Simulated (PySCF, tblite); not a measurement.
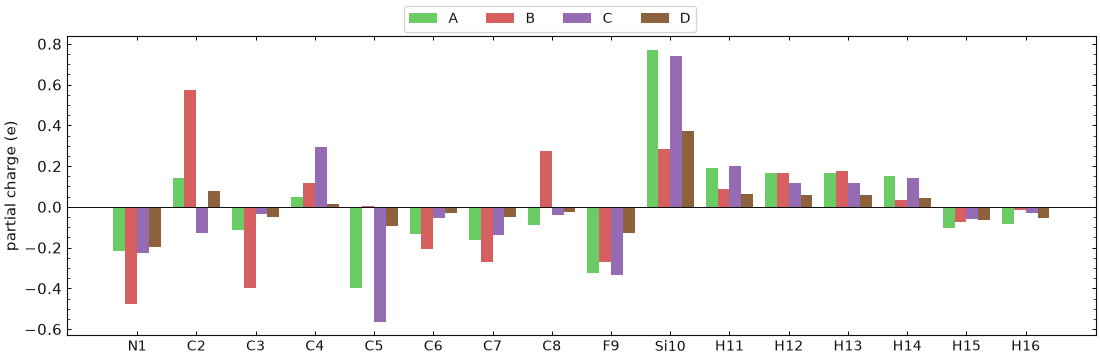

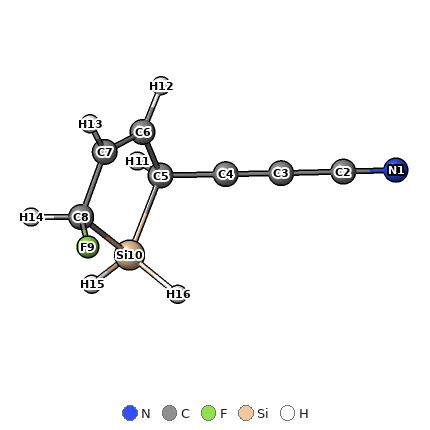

Atomic charges of C₇H₆FNSi, SMILES N#CC#C[C@@H]1C=C[C@H](F)[SiH2]1 by 4 schemes, PBE0/pcSseg-1 with PySCF, at a GFN2-xTB geometry (a minimum by its frequencies).

**The schemes are ESP fit, Hirshfeld, IAO and Mulliken. Which series is which?**

A: IAO (C5 −0.40 e); B: ESP fit (C5 0.00 e); C: Mulliken (C5 −0.56 e); D: Hirshfeld (C5 −0.09 e).

Note: the tight-binding geometry is rougher than a DFT one and adds to the error.
